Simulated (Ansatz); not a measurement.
BH₃OS₂ (SMILES SBOS)

```yaml
atoms:
  - { symbol: S, position_ang: [-1.3473, 1.6199, 0.6884] }
  - { symbol: B, position_ang: [0.0628, 0.5286, 0.3525] }
  - { symbol: O, position_ang: [1.2497, 0.9012, 0.9091] }
  - { symbol: S, position_ang: [2.7020, 0.0180, 0.7202] }
  - { symbol: H, position_ang: [-2.2281, 0.8726, -0.0304] }
  - { symbol: H, position_ang: [-0.0483, -0.4757, -0.3298] }
  - { symbol: H, position_ang: [2.2034, -0.9902, -0.0647] }
```

Computed with Ansatz 0.2.0, RKS PBE-D4/def2-SVP.

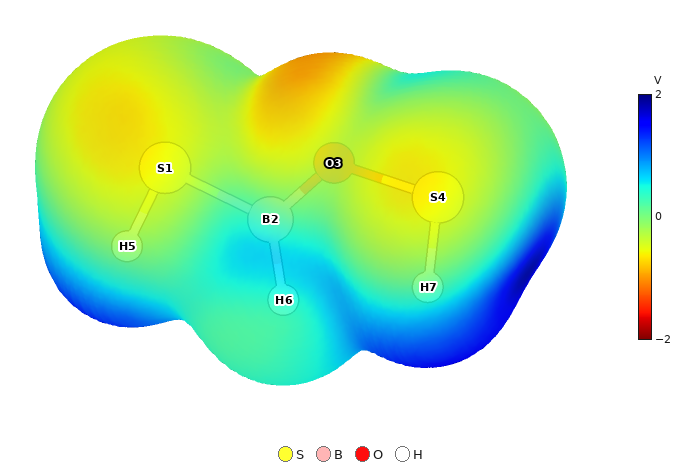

Figure 1. The electrostatic potential painted on the density surface at 0.002 e/bohr³, seen at a tilt; the colour scale runs from red (negative) to blue (positive).

Q: Which sites attract a positive test charge, and which a negative one?

A: A positive charge is drawn to the negative regions and a negative charge to the positive ones. The most negative region (about −1.0 V) lies over O3, the most positive (about +1.7 V) over S4.

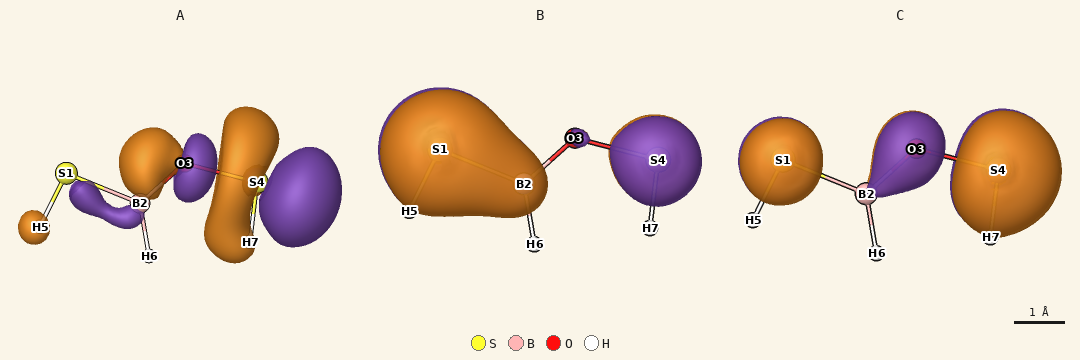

Figure 2. Three frontier orbitals at ±0.1 Å⁻³ᐟ² (orange and purple are the two phases), in no order.

Q: Order the three orbitals by energy and name them.

A: B is the HOMO−1 (−6.73 eV). By Hirshfeld shares it lies mainly on S1 (about 65 %), S4 (about 15 %) and B2 (about 10 %); it changes sign across the molecular plane (π type). C is the HOMO (−5.58 eV). By Hirshfeld shares it lies mainly on S4 (about 60 %), O3 (about 15 %) and S1 (about 15 %); it changes sign across the molecular plane (π type). A is the LUMO (−2.19 eV). It lies mainly on S4 (about 65 %) and O3 (about 25 %); it is symmetric in the molecular plane (an in-plane orbital: σ, lone-pair or in-plane π type).

Q: What is the HOMO–LUMO gap?

A: 3.39 eV between the orbital energies.

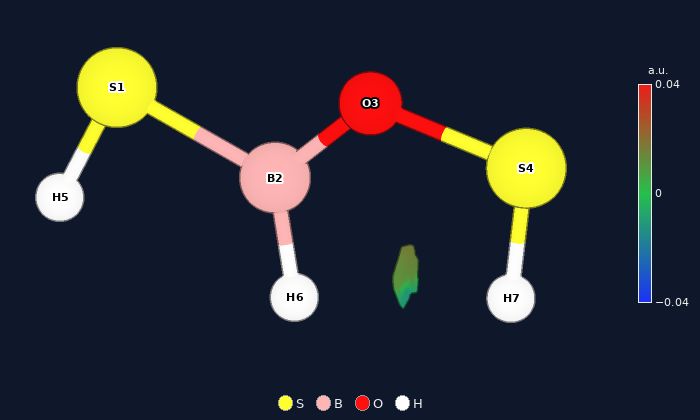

Figure 3. Non-covalent interaction (NCI) plot: the surface where the reduced density gradient is 0.5, for densities under 0.05 a.u., coloured by sign(λ₂)ρ; seen at a tilt.

Q: Identify the weak interactions.

A: Near H7, H6 and B2: mostly steric crowding (olive to red).
